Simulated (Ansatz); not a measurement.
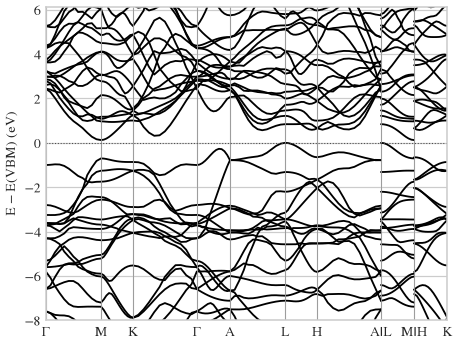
Band structure from plane-wave PAW r²SCAN (Ansatz code)

**Question.** Read off the gap and where the band edges lie.

**Answer.** About 0.1 eV (0.12 eV by a search for the band edges); maximum at L, minimum at M.

**Question.** Which compound is it?
(A) Si2W, P6_222 (Si on 6j, W on 3d)
(B) SiC, P6_422 (Si on 3c, C on 3d)
(C) Si, P6_3/mmc (Si on 4f, Si on 4e)
(D) SiGe, wurtzite

**Answer.** A, Si2W, P6_222 (Si on 6j, W on 3d)

The first step of the workflow began from a Materials Project structure, measured or hypothetical; the Crystallography Open Database copy checked does not list it. It is not the phase usual at ambient conditions (space group No. 139). The cell was relaxed with r²SCAN under the symmetry of its start; phonons on a q-mesh show no instability. No spin polarisation was allowed. Spin–orbit coupling is left out wherever it is not named.

Potentials: the later of the program's two PAW sets.
